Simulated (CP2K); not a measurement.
Consider silylketene at its PBE geometry (Å).

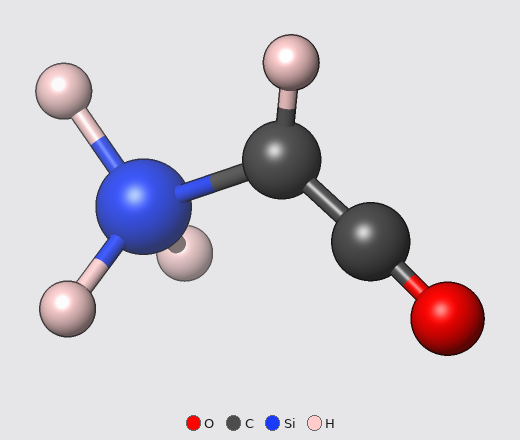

The molecule (oxygen red, carbon dark grey, silicon blue, hydrogen pink).

```xyz
8

O     2.5253   -1.0706    0.4676
C     1.6678   -0.2906    0.2699
C     0.6660    0.5325    0.0456
Si   -1.0765   -0.0805   -0.1497
H     0.8897    1.5977   -0.0169
H    -1.9264    1.1181   -0.3798
H    -1.2015   -1.0103   -1.3078
H    -1.5444   -0.7963    1.0711
```

Method: CP2K XAS_TDP, all-electron GAPW, PBEh(45%), aug-pc-1, TDA, GW2X-corrected core level, ZORA, spin–orbit coupling.

Question: Where do the Si L₂,₃-edge lines lie, and how strong are they?

Leading lines: Si4 104.39 eV. The leading line of an atom is its first one with 35 % of the strongest within 2.5 eV of its lowest line over the strength cut. Core ionisation energies at this level: Si4 107.92/107.94/108.52 eV; the 2p½ level lies 0.59 eV above the 2p3/2 pair.

The first six lines of each atom with a strength over 0.0003:

```
                     atom  energy (eV)  states  strength, one atom  above the computed threshold
Si4 (bonded to C and 3 H)       104.39       2              0.0057                              
                                104.46       1              0.0016                              
                                104.76       2              0.0005                              
                                104.78       1              0.0004                              
                                104.91       2              0.0031                              
                                104.94       1              0.0004
```

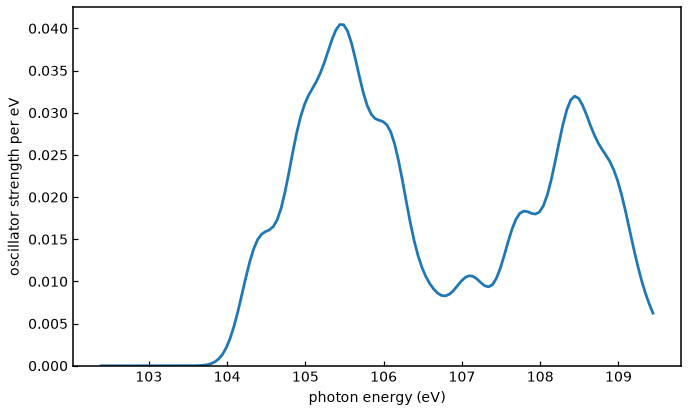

All atoms added, broadened by 0.5 eV.

Lines are vertical, at one geometry, with no vibrational structure. GW2X ionisation energies and lines can be off by 1 to 2 eV either way, and a good line position may hide errors that cancel. Rydberg lines, and the discretised continuum above threshold, depend on the basis and the box.

[Banner, clock and machine lines of the logs are left out without a mark of their own.]

[Logs are printed without paths, hosts, clocks, repeated set-up lines and the standing remarks that a program may print on its own settings, such as how far it seeks lower states.]

[Hosts, paths, dates, database ids (printed as entryN), source tags and the programs' standing remarks are cut or masked in the printed files.]
